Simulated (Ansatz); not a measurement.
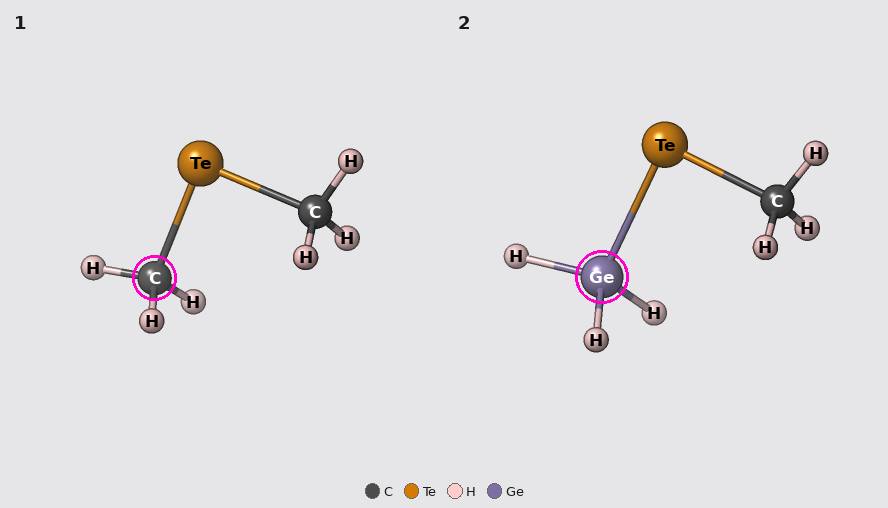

2 molecules with one skeleton, seen from the same side and at one scale; the atom that differs is circled. Each species is neutral and a spin singlet. Computed geometries: PBE0-D4/def2-TZVP optimisations, one conformation each. Properties computed with Ansatz 0.2.0. Elements past Kr carry core potentials.

One atom differs, called X below: C in panel 1, Ge in panel 2. Their formulas are C2H6Te (`C[Te]C`), CH6GeTe (`C[Te][GeH3]`).

Question: In which is the length of X–Te larger (PBE0-D4/def2-TZVP)?

Answer: In panel 2 (X = Ge).

Question: In which is the mean length of X–H larger (PBE0-D4/def2-TZVP)?

Answer: In panel 2 (X = Ge).

Give the values. With PBE0-D4/def2-TZVP: mean length of X–H (Å), length of X–Te (Å), mean angle H–X–H (°). With PBE0-D4/def2-SVP: HOMO energy (Kohn–Sham orbital) (eV), HOMO–LUMO gap (eV). With ωB97M-V/def2-TZVPP: dipole moment (D).

| quantity | 1 (C) | 2 (Ge) | 2 − 1 |
| --- | --- | --- | --- |
| mean length of X–H (Å) | 1.089 | 1.537 | +0.448 |
| length of X–Te (Å) | 2.136 | 2.547 | +0.411 |
| mean angle H–X–H (°) | 109.9 | 109.6 | −0.3 |
| HOMO energy (Kohn–Sham orbital) (eV) | −5.55 | −5.97 | −0.42 |
| HOMO–LUMO gap (eV) | 5.46 | 5.40 | −0.06 |
| dipole moment (D) | 1.23 | 1.08 | −0.15 |
